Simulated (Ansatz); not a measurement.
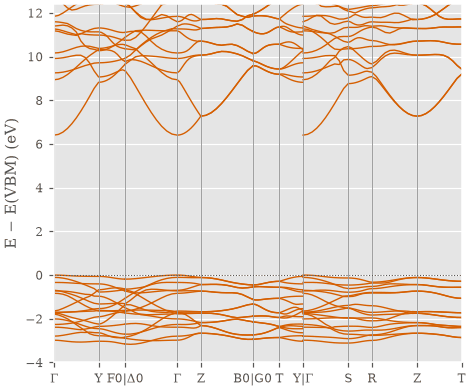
Figure. Band structure from r²SCAN in the plane-wave PAW code Ansatz

Q: Read off the gap and where the band edges lie.

A: About 6.4 eV (6.41 eV by a search for the band edges); maximum at Γ, minimum at Γ.

The material is SiO2 in space group Ama2 (No. 40; Si on 8c, O on 4a, O on 8c, O on 4b).

The workflow started from a Materials Project entry (that database holds measured and hypothetical structures alike); the Crystallography Open Database copy checked does not list it. It is not the phase usual at ambient conditions (space group No. 92, 152, 154). The cell was relaxed with r²SCAN under the symmetry of its start; its stability against distortions is not shown here.

Potentials: the later of the program's two PAW sets.
